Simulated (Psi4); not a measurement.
## Single-point calculation of CH₄F₂Si

- system: CH₄F₂Si, SMILES C[SiH](F)F
- method: B3LYP/6-31G*, RKS (Psi4 1.11)

The geometry comes from this level: PBE0-D4/def2-TZVP.

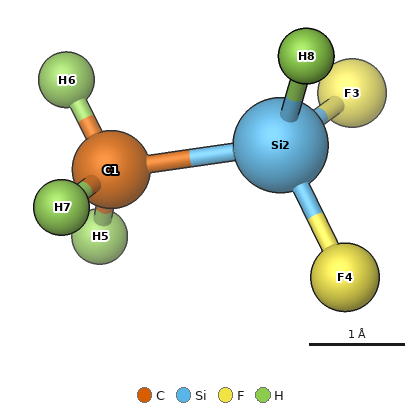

*The structure as given in the input (ball-and-stick view, seen at a tilt; atoms are numbered from 1 in the order of the input).*

Bond lengths as drawn: C–H 1.09 Å, C–Si 1.84 Å, F–Si 1.59 Å and H–Si 1.48 Å.

### The input (ch4f2si.inp)
```
memory 2200 MB

molecule m {
  C     -0.73151298     1.66617152    -0.33013515
  Si     0.62228681    -1.46491569     0.34128454
  F      3.62128217    -1.28180123     0.42840091
  F     -0.06689630    -3.37108243    -1.87838777
  H     -0.02532233     2.39806245    -2.12669778
  H     -0.23186940     3.00655426     1.15896903
  H     -2.79074754     1.55789022    -0.43728263
  H     -0.22317666    -2.61859349     2.73821315
  units au
  symmetry c1
  no_reorient
  no_com
}

set {
  basis                6-31G*
  puream               true
  e_convergence        1e-09
  d_convergence        1e-08
  scf_type             pk
  dft_radial_points    99
  dft_spherical_points 590
}

result, w = energy("b3lyp", return_wfn=True)
oeprop(w, "DIPOLE", "WIBERG_LOWDIN_INDICES", "LOWDIN_CHARGES")
```

Hardware: 1 thread of Intel Xeon (Granite Rapids), 64 GiB of memory available, shared host.

Command:
```bash
psi4 ch4f2si.inp ch4f2si.out -n 1
```

### What the program printed
```
Psi4 1.11 release

   => Loading Basis Set <=

    Name: 6-31G*
    Role: ORBITAL
    Keyword: BASIS

         ---------------------------------------------------------
                                   SCF
                              RKS Reference
                        1 Threads,   2098 MiB Core
         ---------------------------------------------------------

  ==> Geometry <==

    Molecular point group: c1
    Full point group: C1

    Geometry (in Bohr), charge = 0, multiplicity = 1:

       Center              X                  Y                   Z               Mass
    ------------   -----------------  -----------------  -----------------  -----------------
         C           -0.731512980000     1.666171520000    -0.330135150000    12.000000000000
         SI           0.622286810000    -1.464915690000     0.341284540000    27.976926534650
         F            3.621282170000    -1.281801230000     0.428400910000    18.998403162730
         F           -0.066896300000    -3.371082430000    -1.878387770000    18.998403162730
         H           -0.025322330000     2.398062450000    -2.126697780000     1.007825032230
         H           -0.231869400000     3.006554260000     1.158969030000     1.007825032230
         H           -2.790747540000     1.557890220000    -0.437282630000     1.007825032230
         H           -0.223176660000    -2.618593490000     2.738213150000     1.007825032230

  Running in c1 symmetry.

  Rotational constants: A =      0.22533  B =      0.12015  C =      0.08755 [cm^-1]
  Rotational constants: A =   6755.23961  B =   3601.97329  C =   2624.62919 [MHz]
  Nuclear repulsion =  183.047944753900339

  Charge       = 0
  Multiplicity = 1
  Electrons    = 42
  Nalpha       = 21
  Nbeta        = 21

  ==> Algorithm <==

  SCF Algorithm Type is PK.
  DIIS enabled.
  MOM disabled.
  Fractional occupation disabled.
  Guess Type is SAD.
  Energy threshold   = 1.00e-09
  Density threshold  = 1.00e-08
  Integral threshold = 1.00e-12

  ==> Primary Basis <==

  Basis Set: 6-31G*
    Blend: 6-31G*
    Number of shells: 34
    Number of basis functions: 68
    Number of Cartesian functions: 72
    Spherical Harmonics?: true
    Max angular momentum: 2

  ==> DFT Potential <==

   => LibXC <=

    Version 7.1.2

   => Composite Functional: B3LYP <=

    B3LYP Hyb-GGA Exchange-Correlation Functional

    Deriv               =              1
    GGA                 =           TRUE
    Meta                =          FALSE

    Exchange Hybrid     =           TRUE
    MP2 Hybrid          =          FALSE

   => Exchange Functionals <=

    0.0800   Slater exchange
    0.7200         Becke 88

   => Exact (HF) Exchange <=

    0.2000               HF

   => Correlation Functionals <=

    0.1900   Vosko, Wilk & Nusair (VWN5_RPA)
    0.8100   Lee, Yang & Parr

   => LibXC Density Thresholds  <==

    XC_HYB_GGA_XC_B3LYP:  1.00E-15

   => Molecular Quadrature <=

    Radial Scheme          =       TREUTLER
    Pruning Scheme         =           NONE
    Nuclear Scheme         =       TREUTLER

    Blocking Scheme        =         OCTREE
    BS radius alpha        =              1
    Pruning alpha          =              1
    Radial Points          =             99
    Spherical Points       =            590
    Total Points           =         444922
    Total Blocks           =           3199
    Max Points             =            256
    Max Functions          =             67
    Weights Tolerance      =       1.00E-15

  ==> Integral Setup <==

  Using in-core PK algorithm.
   Calculation information:
      Number of atoms:                   8
      Number of AO shells:              34
      Number of primitives:             88
      Number of atomic orbitals:        72
      Number of basis functions:        68

      Integral cutoff                 1.00e-12
      Number of threads:                 1

  Performing in-core PK
  Using 5506062 doubles for integral storage.
  We computed 165828 shell quartets total.
  Whereas there are 177310 unique shell quartets.

  ==> DiskJK: Disk-Based J/K Matrices <==

    J tasked:                  Yes
    K tasked:                  Yes
    wK tasked:                  No
    Memory [MiB]:              845
    Schwarz Cutoff:          1E-12

  Cached 100.0% of DFT collocation blocks in 0.711 [GiB].

  Minimum eigenvalue in the overlap matrix is 2.0876473631E-02.
  Reciprocal condition number of the overlap matrix is 4.4255201373E-03.
    Using symmetric orthogonalization.

  ==> Pre-Iterations <==

  SCF Guess: Superposition of Atomic Densities via on-the-fly atomic UHF (no occupation information).

   -------------------------
    Irrep   Nso     Nmo
   -------------------------
     A         68      68
   -------------------------
    Total      68      68
   -------------------------

  ==> Iterations <==

                        Total Energy        Delta E     RMS |[F,P]|

   @RKS iter SAD:  -529.20000190353551   -5.29200e+02   0.00000e+00
   @RKS iter   1:  -529.57880940675034   -3.78808e-01   1.09819e-02 DIIS/ADIIS
   @RKS iter   2:  -529.47566850168744    1.03141e-01   1.30559e-02 DIIS/ADIIS
   @RKS iter   3:  -529.81780564781729   -3.42137e-01   1.11219e-03 DIIS/ADIIS
   @RKS iter   4:  -529.81959652051648   -1.79087e-03   4.91424e-04 DIIS/ADIIS
   @RKS iter   5:  -529.82006484614226   -4.68326e-04   5.46981e-05 DIIS
   @RKS iter   6:  -529.82007266075368   -7.81461e-06   8.32081e-06 DIIS
   @RKS iter   7:  -529.82007284101883   -1.80265e-07   1.31725e-06 DIIS
   @RKS iter   8:  -529.82007284538054   -4.36171e-09   2.00806e-07 DIIS
   @RKS iter   9:  -529.82007284547967   -9.91349e-11   3.24214e-08 DIIS
   @RKS iter  10:  -529.82007284548195   -2.27374e-12   9.10142e-09 DIIS
  Energy and wave function converged.

  ==> Post-Iterations <==

   Electrons on quadrature grid:
      Ntotal   =   42.0000022674 ; deviation = 2.267e-06

    Orbital Energies [Eh]
    ---------------------

    Doubly Occupied:

       1A    -66.187088     2A    -24.683774     3A    -24.683740
       4A    -10.175497     5A     -5.337774     6A     -3.698599
       7A     -3.696605     8A     -3.693769     9A     -1.192435
      10A     -1.173938    11A     -0.719773    12A     -0.554815
      13A     -0.484527    14A     -0.469243    15A     -0.453635
      16A     -0.430444    17A     -0.418476    18A     -0.414148
      19A     -0.401262    20A     -0.391806    21A     -0.327540

    Virtual:

      22A      0.052751    23A      0.063404    24A      0.074022
      25A      0.129819    26A      0.139576    27A      0.159068
      28A      0.169617    29A      0.227381    30A      0.299911
      31A      0.335008    32A      0.335537    33A      0.510757
      34A      0.535836    35A      0.549868    36A      0.689827
      37A      0.722620    38A      0.729139    39A      0.861856
      40A      0.867892    41A      0.892364    42A      0.962136
      43A      0.995393    44A      1.111371    45A      1.164184
      46A      1.244564    47A      1.259673    48A      1.275659
      49A      1.348782    50A      1.357098    51A      1.395209
      52A      1.662367    53A      1.702470    54A      1.732783
      55A      1.823894    56A      1.837011    57A      1.838975
      58A      1.856127    59A      1.869408    60A      1.878180
      61A      2.034938    62A      2.064985    63A      2.160990
      64A      2.197059    65A      2.254124    66A      2.293022
      67A      2.859537    68A      2.943414

    Final Occupation by Irrep:
              A
    DOCC [    21 ]
    NA   [    21 ]
    NB   [    21 ]

  @RKS Final Energy:  -529.82007284548195

   => Energetics <=

    Nuclear Repulsion Energy =            183.0479447539003388
    One-Electron Energy =               -1098.2925461426980291
    Two-Electron Energy =                 424.9434620180544471
    DFT Exchange-Correlation Energy =     -39.5189334747386880
    Empirical Dispersion Energy =           0.0000000000000000
    VV10 Nonlocal Energy =                  0.0000000000000000
    Total Energy =                       -529.8200728454819455

Computation Completed

Properties will be evaluated at   0.000000,   0.000000,   0.000000 [a0]

Properties computed using the SCF density matrix

 Multipole Moments:

 ------------------------------------------------------------------------------------
     Multipole            Electronic (a.u.)      Nuclear  (a.u.)        Total (a.u.)
 ------------------------------------------------------------------------------------

 L = 1.  Multiply by 2.5417464519 to convert [e a0] to [Debye]
 Dipole X            :        -33.5299626           33.0412944           -0.4886683
 Dipole Y            :         48.6317579          -48.0438300            0.5879279
 Dipole Z            :          9.1683178           -8.9195073            0.2488105
 Magnitude           :                                                    0.8039667

 ------------------------------------------------------------------------------------

	total time  =          6 seconds =       0.10 minutes

Properties will be evaluated at   0.000000,   0.000000,   0.000000 [a0]
OEProp: No title given, name of density matrix used for the following properties is 'SCF density'

 Multipole Moments:

 ------------------------------------------------------------------------------------
     Multipole            Electronic (a.u.)      Nuclear  (a.u.)        Total (a.u.)
 ------------------------------------------------------------------------------------

 L = 1.  Multiply by 2.5417464519 to convert [e a0] to [Debye]
 Dipole X            :        -33.5299626           33.0412944           -0.4886683
 Dipole Y            :         48.6317579          -48.0438300            0.5879279
 Dipole Z            :          9.1683178           -8.9195073            0.2488105
 Magnitude           :                                                    0.8039667

 ------------------------------------------------------------------------------------
  Lowdin Charges: (a.u.)
   Center  Symbol    Alpha    Beta     Spin     Total
       1     C     3.30209  3.30209  0.00000 -0.60418
       2    SI     6.64823  6.64823  0.00000  0.70354
       3     F     4.62823  4.62823  0.00000 -0.25646
       4     F     4.62823  4.62823  0.00000 -0.25647
       5     H     0.41857  0.41857  0.00000  0.16286
       6     H     0.41944  0.41944  0.00000  0.16112
       7     H     0.41944  0.41944  0.00000  0.16112
       8     H     0.53577  0.53577  0.00000 -0.07154

  Total alpha = 21.00000, Total beta = 21.00000, Total charge = -0.00000

  Wiberg Bond Indices using Orthogonal Lowdin Orbitals:

  Irrep: 1 Size: 8 x 8

                 1                   2                   3                   4                   5

    1     0.00000000000000     1.06777813056572     0.03464586910573     0.03464584554925     0.93133782001318
    2     1.06777813056572     0.00000000000000     1.23043440260987     1.23040338338533     0.03528440927487
    3     0.03464586910573     1.23043440260987     0.00000000000000     0.03658110214885     0.00137164715485
    4     0.03464584554925     1.23040338338533     0.03658110214885     0.00000000000000     0.00137500504761
    5     0.93133782001318     0.03528440927487     0.00137164715485     0.00137500504761     0.00000000000000
    6     0.92802306645969     0.04251351625350     0.00209147119613     0.00479736914563     0.00697152140330
    7     0.92802472830970     0.04251462176613     0.00479683239382     0.00208998773877     0.00697112165427
    8     0.02327955878688     0.92351764972892     0.02557268244935     0.02557130339983     0.00744178744488

                 6                   7                   8

    1     0.92802306645969     0.92802472830970     0.02327955878688
    2     0.04251351625350     0.04251462176613     0.92351764972892
    3     0.00209147119613     0.00479683239382     0.02557268244935
    4     0.00479736914563     0.00208998773877     0.02557130339983
    5     0.00697152140330     0.00697112165427     0.00744178744488
    6     0.00000000000000     0.00661920022047     0.00030999848368
    7     0.00661920022047     0.00000000000000     0.00031234337499
    8     0.00030999848368     0.00031234337499     0.00000000000000

  Atomic Valences:

 #  #
 Irrep: 1
      1:    3.947735018790160
      2:    4.572446113584338
      3:    1.335494007058604
      4:    1.335463996415273
      5:    0.990753311992965
      6:    0.991326143162413
      7:    0.991328835458163
      8:    1.006005323668533

    Psi4 run time: 0:00:06.78
```

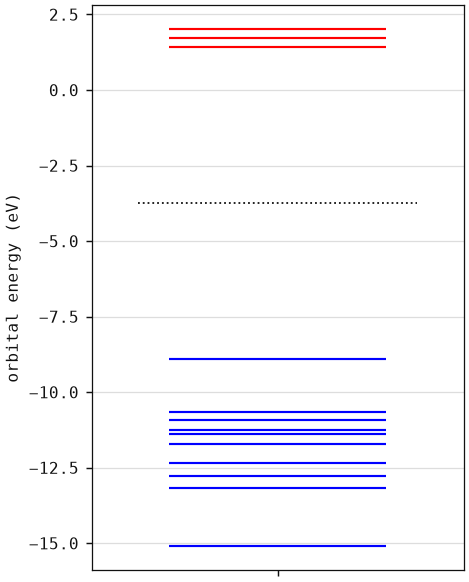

*Orbital energies near the frontier; the dotted line parts filled from empty levels, and levels within 0.02 eV of each other stand side by side.*

Highest filled −8.91 eV, lowest empty 1.44 eV, 10.35 eV apart.

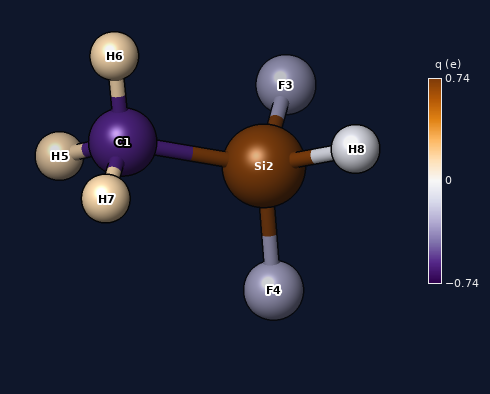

*Löwdin charges, as the colour of each atom (ball-and-stick view, seen at a tilt; atoms are numbered from 1 in the order of the input).*

By element: C −0.60, Si +0.70, F −0.26 and H −0.07 to +0.16 e.

### Key numbers

- outcome: converged
- total energy: −529.820073 hartree
- basis functions: 68
- HOMO: −8.91 eV
- LUMO: 1.44 eV
- dipole moment: 2.04 D
- wall time: 7.8 s
- peak memory: 1 GiB
